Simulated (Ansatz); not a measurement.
Band structure of GaTc (P-6m2, 2 atoms in the cell).

```
GaTc
1.0
    2.83371     0.00000     0.00000
   -1.41686     2.45407     0.00000
    0.00000     0.00000     4.04042
Ga Tc
1 1
Direct
  0.66667   0.33333   0.50000
  0.33333   0.66667   0.00000
```

Method of the run: PBEsol, PAW files (plane waves; Ansatz, a program for electronic structure).

Settings: kpoints.mp_grid.grid = 11 11 7; hamiltonian.xc = pbesol; hamiltonian.pseudopotentials = {kind: paw} (the program's default PAW files); scf.occupations.method = fermi_dirac; scf.occupations.width = 0.136 eV; kpoints.band_path.npoints = 8.

The starting cell comes from a database of computed structures (which also holds hypothetical and non-ambient phases and stackings), without a prior relaxation at this level. Its lattice was rescaled by a random factor within 2.5 % of one. Spin polarisation is off.

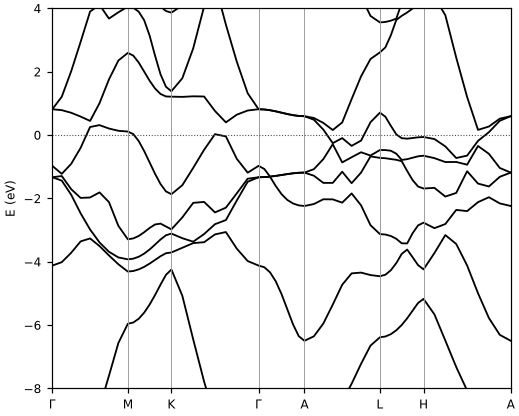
Bands along the path, energies from the Fermi level.

Levels in eV from the Fermi level, bands 11 to 17:
```json
[
 {"point": "Γ", "11": "-4.12", "12": "-1.33", "13": "-1.33", "14": "-0.97", "15": "0.82", "16": "0.82", "17": "6.64"},
 {"point": "M", "11": "-4.31", "12": "-3.92", "13": "-3.29", "14": "0.11", "15": "2.60", "16": "4.06", "17": "6.31"},
 {"point": "K", "11": "-3.70", "12": "-3.11", "13": "-2.98", "14": "-1.87", "15": "1.21", "16": "1.39", "17": "3.87"},
 {"point": "A", "11": "-6.49", "12": "-2.24", "13": "-1.18", "14": "-1.18", "15": "0.60", "16": "0.60", "17": "11.17"},
 {"point": "L", "11": "-4.46", "12": "-3.13", "13": "-0.72", "14": "-0.47", "15": "0.71", "16": "2.61", "17": "3.56"},
 {"point": "H", "11": "-4.24", "12": "-2.76", "13": "-1.69", "14": "-0.65", "15": "-0.06", "16": "4.21", "17": "4.44"}
]
```

Bands cross the Fermi level along this path, so the cell is metallic at this level.

Keys are those of Ansatz 0.2.
